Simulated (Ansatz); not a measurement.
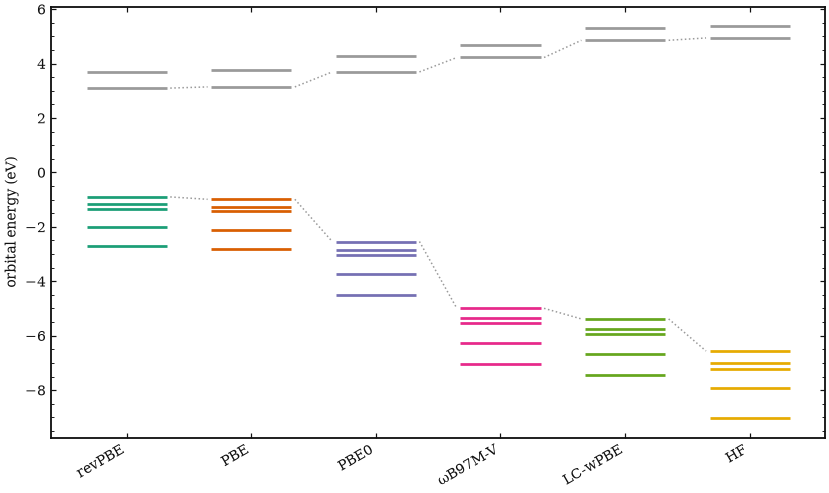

Frontier orbital energies of PH₂O₄⁻, SMILES O=P([O-])(O)O at one geometry, def2-TZVPPD, the Ansatz code, at a PBE0-D4/def2-TZVPD geometry (a minimum by its frequencies). Empty levels are grey, levels within 0.1 eV stand side by side; all columns show the same few orbitals around the gap. Dotted lines join the HOMOs and the LUMOs.

**Compare the HOMO-LUMO separations.**

The separation grows from 4.00 eV (revPBE) to 11.50 eV (HF).

```
  level  HOMO (eV)  LUMO (eV)  separation (eV)
 revPBE      −0.90       3.10             4.00
    PBE      −0.99       3.14             4.13
   PBE0      −2.54       3.69             6.23
ωB97M-V      −4.99       4.22             9.22
LC-wPBE      −5.38       4.86            10.24
     HF      −6.56       4.94            11.50
```

Caveats, for all or some of the runs: empty levels above zero depend strongly on the basis.
